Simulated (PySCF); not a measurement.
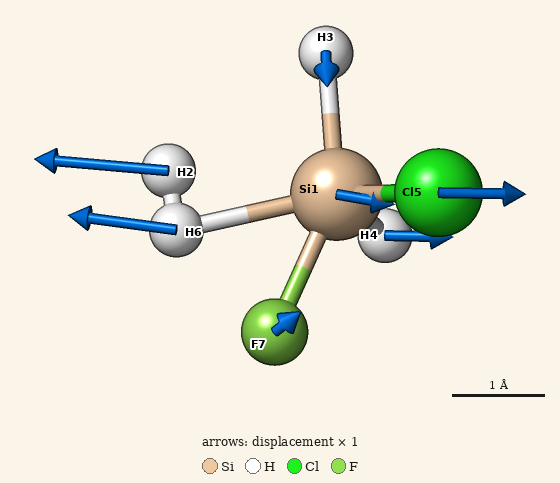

A relaxation of SiH4ClF (started from a transition state, displaced along its imaginary mode). The starting structure is drawn; blue arrows show the displacements, at their true length. The two geometries are superimposed by the best rigid fit.

Style: ball-and-stick. Shown at a tilt.

Method: RKS PBE0-D4/def2-TZVP, density fitting in PySCF 2.14.0. 

> Atoms of which element are displaced furthest, and by how much?

Hydrogen: up to 1.50 Å, against 0.97 Å for chlorine.

> Describe the change and its energy.

The energy falls by 48.9 kcal/mol in 30 geometry steps. The atom that moves furthest after the best rigid fit is H2 (1.50 Å). By element the largest moves are H 1.50 Å, Cl 0.97 Å, Si 0.66 Å, F 0.40 Å. Some distances before and after: Si1–H2 1.853 → 4.001 Å, Si1–H6 1.794 → 3.585 Å, Si1–F7 1.687 → 1.590 Å, Si1–H3 1.555 → 1.475 Å. Bond angles that change, for instance: H3–Si1–F7 151.4° → 108.3°, Cl5–Si1–F7 92.6° → 108.7°, H4–Si1–F7 93.4° → 108.2°. The run took 6.2 min on 4 threads of Intel Xeon @ 2.50GHz (shared host).
